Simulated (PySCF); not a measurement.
# P$_{2}$ (charge +1, doublet): what the fields show

```json
{"atom": "P", "x (Å)": "-0.8347", "y (Å)": "-0.3668", "z (Å)": "0.3426"}
{"atom": "P", "x (Å)": "0.8457", "y (Å)": "0.3719", "z (Å)": "-0.3992"}
```

Geometry: PBE0-D3(BJ)/ma-def2-SVP.

Level of theory: DFT single point, gas phase, functional wB97X in PySCF.

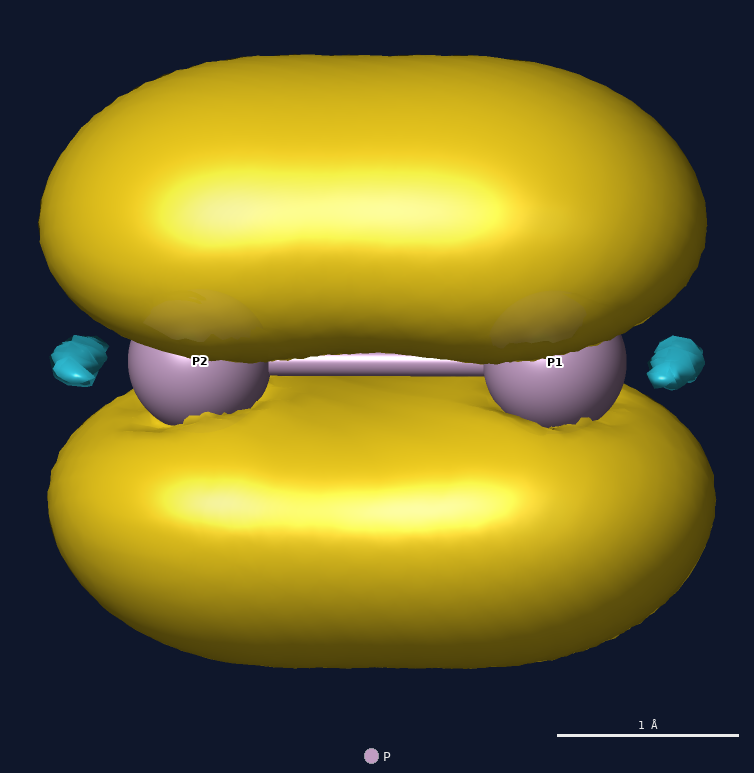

Figure 1. Isosurfaces of the spin density at +0.015 (yellow) and −0.015 e/Å³ (cyan), seen from one side.

> Describe the spin distribution.

The unpaired spin (1 electron) lies mostly on P1 (about 0.5) and P2 (about 0.5), in electrons by Hirshfeld's partition.

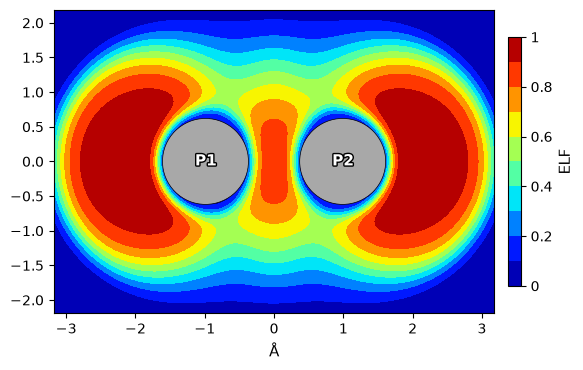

Figure 2. ELF on a plane that holds the molecular axis. Grey discs cover the atomic cores.

> What does the map show?

The plane passes through P nuclei. P–P (1.98 Å): the ELF peaks at about 0.85 between the atoms: a covalent bond. The ELF also peaks beside P1 and P2, away from the bonds: non-bonding electrons, paired or unpaired.
